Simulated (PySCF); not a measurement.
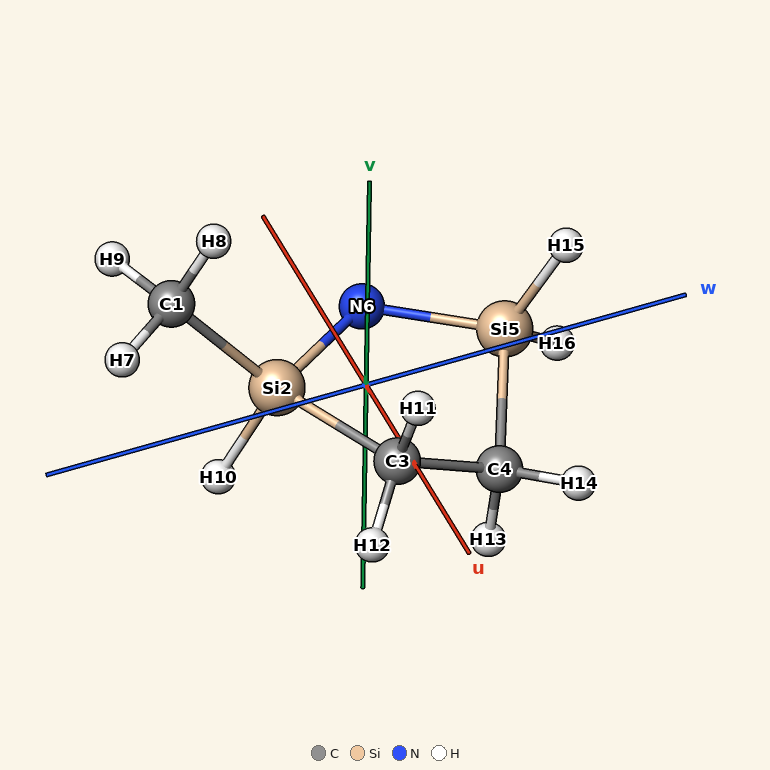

The lines u, v and w are the principal axes of the g tensor. State: neutral, doublet. Computed geometry: GFN2-xTB optimisation. No frequency run is at hand to confirm it as a minimum. Properties computed with UKS B3LYP, pcH-1 on C H N Si, non-relativistic, mean-field spin-orbit, GIAO (PySCF 2.14.0).

### Along which axis does g lie farthest from the free-electron value?

Along w: the shift is 19364 ppm.

Give the principal values and shifts.

```tsv
axis	g	shift (ppm)
u	2.00472	2397
v	2.00207	−254
w	2.02168	19364
```

The geometry is semi-empirical. Around Si such bond lengths and angles can be off by a tenth of an ångström or more and by several degrees, and values that hang on the shape move with them.
